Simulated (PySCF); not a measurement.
Molecule: Ge(Me)3(OMe), SMILES C[O][Ge]([CH3])([CH3])[CH3]. Atoms near the plane z = 0.8 Å, at the GFN2-xTB optimised geometry (x, y, z in Å): O2 (-1.4, 0.4, 0.0), Ge3 (-0.8, -1.3, 0.0), C5 (-1.6, -1.9, 1.7), C6 (1.2, -1.3, 0.0), H13 (-2.7, -1.9, 1.6), H14 (-1.3, -2.9, 1.9), H17 (1.6, -0.7, 0.8), H18 (1.6, -2.3, 0.1).

Computed with PySCF with B3LYP/def2-SVP. The values are rescaled to run from 0 to 1.

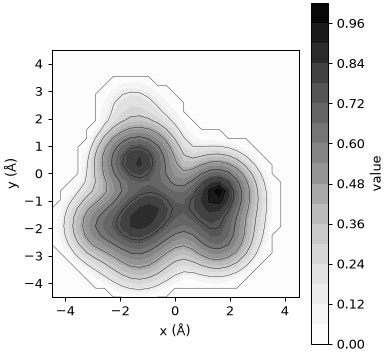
Fig. 1. a field on the plane z = 0.8 Å.

Problem. Which quantity is mapped?
A. electrostatic potential
B. electron localisation function
C. log10 of the electron density
D. deformation density (molecule minus spherical neutral atoms)

Solution. C, log10 of the electron density. In full: log10 of the electron density (e/bohr³), floored at −4.
